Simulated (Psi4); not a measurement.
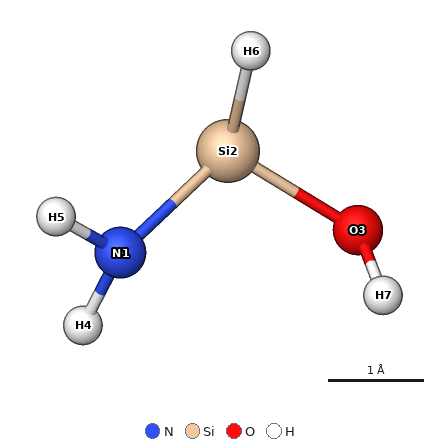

**Figure 1.** The structure (ball-and-stick view, seen at a tilt; atoms are numbered from 1 in the order of the input).

## Single-point calculation of SiNH4O (part 1 of 2)

System: SiNH4O, multiplicity 2.
Method: SCS(N)-MP2/3ZaPa-NR, UHF (Psi4 1.11).

The geometry comes from this level: PBE0-D4/def2-TZVP.

## Input (input.dat)
```
memory 1600 mb

molecule system {
  0 2
  N     -1.31317068     1.03613683    -1.08697047
  Si     0.55387873     0.30046645     1.47644302
  O      3.06683653    -1.27065185     0.51079297
  H     -0.67255353     2.20738909    -2.44681739
  H     -3.18570030     1.27216363    -0.81806244
  H     -1.13213492    -1.25080972     3.14582708
  H      2.79849542    -2.42338478    -0.86738429
  units bohr
  symmetry c1
  no_reorient
  no_com
}

set basis 3ZaPa-NR
set reference uhf
set scf_type df

e, wfn = energy('scs(n)-mp2', return_wfn=True)
print_variables()
```

Machine: 1 thread of Intel Xeon @ 2.50GHz (Skylake/Cascade Lake), 64 GiB of memory available, shared host.

Launch command:
```bash
psi4 -n 1 input.dat output.dat
```

## Output
```
Psi4 1.11 release

   => Loading Basis Set <=

    Name: 3ZAPA-NR
    Role: ORBITAL
    Keyword: BASIS

         ---------------------------------------------------------
                                   SCF
                              UHF Reference
                        1 Threads,   1525 MiB Core
         ---------------------------------------------------------

  ==> Geometry <==

    Molecular point group: c1
    Full point group: C1

    Geometry (in Bohr), charge = 0, multiplicity = 2:

       Center              X                  Y                   Z               Mass
    ------------   -----------------  -----------------  -----------------  -----------------
         N           -1.313170680000     1.036136830000    -1.086970470000    14.003074004430
         SI           0.553878730000     0.300466450000     1.476443020000    27.976926534650
         O            3.066836530000    -1.270651850000     0.510792970000    15.994914619570
         H           -0.672553530000     2.207389090000    -2.446817390000     1.007825032230
         H           -3.185700300000     1.272163630000    -0.818062440000     1.007825032230
         H           -1.132134920000    -1.250809720000     3.145827080000     1.007825032230
         H            2.798495420000    -2.423384780000    -0.867384290000     1.007825032230

  Running in c1 symmetry.

  Rotational constants: A =      0.68743  B =      0.20960  C =      0.17478 [cm^-1]
  Rotational constants: A =  20608.54628  B =   6283.61109  C =   5239.91598 [MHz]
  Nuclear repulsion =  111.033668838006434

  Charge       = 0
  Multiplicity = 2
  Electrons    = 33
  Nalpha       = 17
  Nbeta        = 16

  ==> Algorithm <==

  SCF Algorithm Type is DF.
  DIIS enabled.
  MOM disabled.
  Fractional occupation disabled.
  Guess Type is SAD.
  Energy threshold   = 1.00e-08
  Density threshold  = 1.00e-08
  Integral threshold = 1.00e-12

  ==> Primary Basis <==

  Basis Set: 3ZAPA-NR
    Blend: 3ZAPA-NR
    Number of shells: 74
    Number of basis functions: 198
    Number of Cartesian functions: 221
    Spherical Harmonics?: true
    Max angular momentum: 3

   => Loading Basis Set <=

    Name: (3ZAPA-NR AUX)
    Role: JKFIT
    Keyword: DF_BASIS_SCF

  ==> Integral Setup <==

  DFHelper Memory: AOs need 0.238 GiB; user supplied 1.118 GiB.
  SCF_SUBTYPE=INCORE selected. In-core MEM_DF algorithm will be used.
  Using in-core AOs.

  ==> MemDFJK: Density-Fitted J/K Matrices <==

    J tasked:                   Yes
    K tasked:                   Yes
    wK tasked:                   No
    Memory [MiB]:              1144
    Algorithm:                 Core
    Schwarz Cutoff:           1E-12
    Mask sparsity (%):       0.6887
    Fitting Condition:        1E-10

   => Auxiliary Basis Set <=

  Basis Set: (3ZAPA-NR AUX)
    Blend: AUG-CC-PVQZ-JKFIT
    Number of shells: 186
    Number of basis functions: 772
    Number of Cartesian functions: 1047
    Spherical Harmonics?: true
    Max angular momentum: 5

  Minimum eigenvalue in the overlap matrix is 1.2626787922E-04.
  Reciprocal condition number of the overlap matrix is 1.0670459734E-05.
    Using symmetric orthogonalization.

  ==> Pre-Iterations <==

  SCF Guess: Superposition of Atomic Densities via on-the-fly atomic UHF (no occupation information).

   -------------------------
    Irrep   Nso     Nmo
   -------------------------
     A        198     198
   -------------------------
    Total     198     198
   -------------------------

  ==> Iterations <==

                           Total Energy        Delta E     RMS |[F,P]|

   @DF-UHF iter SAD:  -419.75614188150229   -4.19756e+02   0.00000e+00
   @DF-UHF iter   1:  -420.51120621881836   -7.55064e-01   3.26291e-03 DIIS/ADIIS
   @DF-UHF iter   2:  -420.63295792229189   -1.21752e-01   2.04643e-03 DIIS/ADIIS
   @DF-UHF iter   3:  -420.69173560204450   -5.87777e-02   2.27691e-04 DIIS/ADIIS
   @DF-UHF iter   4:  -420.69393938454664   -2.20378e-03   7.39606e-05 DIIS
   @DF-UHF iter   5:  -420.69415518713231   -2.15803e-04   3.00786e-05 DIIS
   @DF-UHF iter   6:  -420.69419650473930   -4.13176e-05   1.05028e-05 DIIS
   @DF-UHF iter   7:  -420.69420409465522   -7.58992e-06   3.89878e-06 DIIS
   @DF-UHF iter   8:  -420.69420553856861   -1.44391e-06   1.43896e-06 DIIS
   @DF-UHF iter   9:  -420.69420573703746   -1.98469e-07   4.79884e-07 DIIS
   @DF-UHF iter  10:  -420.69420575718902   -2.01516e-08   1.70247e-07 DIIS
   @DF-UHF iter  11:  -420.69420575959401   -2.40499e-09   5.86667e-08 DIIS
   @DF-UHF iter  12:  -420.69420575986408   -2.70063e-10   2.17043e-08 DIIS
   @DF-UHF iter  13:  -420.69420575990046   -3.63798e-11   8.01315e-09 DIIS
  Energy and wave function converged.

  ==> Post-Iterations <==

   @Spin Contamination Metric:   4.676648399E-03
   @S^2 Expected:                7.500000000E-01
   @S^2 Observed:                7.546766484E-01
   @S   Expected:                5.000000000E-01
   @S   Observed:                5.000000000E-01

    Orbital Energies [Eh]
    ---------------------

    Alpha Occupied:

       1A    -68.798720     2A    -20.554719     3A    -15.547093
       4A     -6.143036     5A     -4.254527     6A     -4.247034
       7A     -4.246428     8A     -1.341286     9A     -1.148790
      10A     -0.749262    11A     -0.672747    12A     -0.658017
      13A     -0.557905    14A     -0.545998    15A     -0.496813
      16A     -0.454880    17A     -0.316226

    Alpha Virtual:

      18A      0.026434    19A      0.042232    20A      0.045244
      21A      0.054597    22A      0.070992    23A      0.073478
      24A      0.078974    25A      0.123893    26A      0.146131
      27A      0.156935    28A      0.163953    29A      0.171284
      30A      0.186244    31A      0.189126    32A      0.193834
      33A      0.210842    34A      0.212521    35A      0.230170
      36A      0.243359    37A      0.249690    38A      0.269031
      39A      0.277757    40A      0.299092    41A      0.323912
      42A      0.338658    43A      0.361839    44A      0.364518
      45A      0.383085    46A      0.396100    47A      0.415376
      48A      0.419698    49A      0.432057    50A      0.438965
      51A      0.454787    52A      0.464106    53A      0.482233
      54A      0.497659    55A      0.521070    56A      0.532853
      57A      0.551743    58A      0.567540    59A      0.576198
      60A      0.587877    61A      0.628505    62A      0.641538
      63A      0.651424    64A      0.674634    65A      0.707273
      66A      0.715862    67A      0.769423    68A      0.782447
      69A      0.819963    70A      0.863495    71A      0.869410
      72A      0.888977    73A      0.895879    74A      0.934131
      75A      0.966319    76A      1.001293    77A      1.019736
      78A      1.046863    79A      1.081389    80A      1.142348
      81A      1.143148    82A      1.178177    83A      1.210295
      84A      1.265608    85A      1.292997    86A      1.306977
      87A      1.330660    88A      1.336770    89A      1.355556
      90A      1.384847    91A      1.390852    92A      1.409754
      93A      1.435948    94A      1.460253    95A      1.508167
      96A      1.533168    97A      1.556243    98A      1.570640
      99A      1.592212   100A      1.629813   101A      1.661341
     102A      1.699832   103A      1.758178   104A      1.786396
     105A      1.823058   106A      1.861991   107A      1.884776
     108A      1.945417   109A      1.969526   110A      2.000802
     111A      2.017462   112A      2.144526   113A      2.157368
     114A      2.188610   115A      2.222008   116A      2.274023
     117A      2.314651   118A      2.344662   119A      2.433067
     120A      2.459794   121A      2.532339   122A      2.584027
     123A      2.714769   124A      2.853824   125A      3.050917
     126A      3.080433   127A      3.226705   128A      3.314987
     129A      3.599569   130A      3.610389   131A      3.618437
     132A      3.676940   133A      3.688887   134A      3.704938
     135A      3.716730   136A      3.750372   137A      3.926078
     138A      3.965283   139A      4.005950   140A      4.072818
     141A      4.198808   142A      4.253220   143A      4.298449
     144A      4.369184   145A      4.383801   146A      4.427958
     147A      4.479843   148A      4.522785   149A      4.552664
     150A      4.614027   151A      4.677248   152A      4.697769
     153A      4.741706   154A      4.759072   155A      4.775286
     156A      4.797302   157A      4.809095   158A      4.866394
     159A      4.888745   160A      4.906413   161A      4.933440
     162A      4.975199   163A      4.998568   164A      5.050611
     165A      5.066928   166A      5.073189   167A      5.129142
     168A      5.181528   169A      5.373869   170A      5.514535
     171A      5.601406   172A      5.613073   173A      5.694626
     174A      5.841878   175A      5.850651   176A      6.005250
     177A      6.042953   178A      6.094443   179A      6.115459
     180A      6.228139   181A      6.266070   182A      6.336377
     183A      6.384071   184A      6.433493   185A      6.586303
     186A      6.752513   187A      6.811208   188A      7.204031
     189A      7.270987   190A      7.574403   191A      7.603232
     192A      7.699079   193A      7.822514   194A      7.866353
     195A      8.077741   196A      8.322392   197A     13.128710
     198A     13.542355

    Beta Occupied:

       1A    -68.793285     2A    -20.552484     3A    -15.543238
       4A     -6.134146     5A     -4.243591     6A     -4.243338
       7A     -4.235356     8A     -1.334828     9A     -1.137265
      10A     -0.725995    11A     -0.667675    12A     -0.649325
      13A     -0.549666    14A     -0.534707    15A     -0.475811
      16A     -0.423279

    Beta Virtual:

      17A      0.024374    18A      0.042346    19A      0.045333
      20A      0.049257    21A      0.063720    22A      0.075073
      23A      0.079377    24A      0.094068    25A      0.138152
      26A      0.152030    27A      0.161899    28A      0.170247
      29A      0.172812    30A      0.194471    31A      0.196866
      32A      0.208942    33A      0.213610    34A      0.222866
      35A      0.233181    36A      0.246228    37A      0.255582
      38A      0.271982    39A      0.281042    40A      0.307217
      41A      0.338227    42A      0.342204    43A      0.370123
      44A      0.377464    45A      0.387846    46A      0.401088
      47A      0.418728    48A      0.429500    49A      0.441710
      50A      0.444955    51A      0.461136    52A      0.481009
      53A      0.489561    54A      0.508819    55A      0.524338
      56A      0.536395    57A      0.563173    58A      0.578380
      59A      0.585232    60A      0.593953    61A      0.636003
      62A      0.649383    63A      0.658239    64A      0.695750
      65A      0.715690    66A      0.728378    67A      0.776814
      68A      0.791205    69A      0.828838    70A      0.869443
      71A      0.879054    72A      0.894888    73A      0.904643
      74A      0.945566    75A      0.973337    76A      1.006696
      77A      1.025740    78A      1.053382    79A      1.090496
      80A      1.147061    81A      1.151192    82A      1.184089
      83A      1.217182    84A      1.274963    85A      1.303779
      86A      1.319298    87A      1.338491    88A      1.344955
      89A      1.366844    90A      1.393704    91A      1.397080
      92A      1.417508    93A      1.440658    94A      1.462029
      95A      1.511771    96A      1.538434    97A      1.562114
      98A      1.574623    99A      1.602176   100A      1.640288
     101A      1.673267   102A      1.709353   103A      1.767566
     104A      1.799075   105A      1.828250   106A      1.869796
     107A      1.893670   108A      1.954145   109A      1.985661
     110A      2.011895   111A      2.032463   112A      2.153960
     113A      2.164839   114A      2.195499   115A      2.227030
     116A      2.278387   117A      2.319137   118A      2.351373
     119A      2.435944   120A      2.462862   121A      2.536143
     122A      2.586706   123A      2.718160   124A      2.857715
     125A      3.058808   126A      3.082072   127A      3.228964
     128A      3.317048   129A      3.601189   130A      3.611841
     131A      3.621392   132A      3.680217   133A      3.690053
     134A      3.707211   135A      3.720779   136A      3.751823
     137A      3.930444   138A      3.969941   139A      4.007681
     140A      4.079019   141A      4.201044   142A      4.256929
     143A      4.301528   144A      4.373298   145A      4.386449
     146A      4.429548   147A      4.484285   148A      4.524969
     149A      4.557020   150A      4.618373   151A      4.679698
     152A      4.700061   153A      4.745211   154A      4.761550
     155A      4.776820   156A      4.798174   157A      4.811147
     158A      4.869639   159A      4.891078   160A      4.910340
     161A      4.935289   162A      4.981342   163A      5.003726
     164A      5.053649   165A      5.069787   166A      5.076027
     167A      5.131392   168A      5.183849   169A      5.379791
     170A      5.516786   171A      5.607285   172A      5.619782
     173A      5.698997   174A      5.845957   175A      5.853301
     176A      6.007008   177A      6.044412   178A      6.096903
     179A      6.117133   180A      6.231010   181A      6.268556
     182A      6.339379   183A      6.387037   184A      6.435784
     185A      6.590764   186A      6.753693   187A      6.812856
```
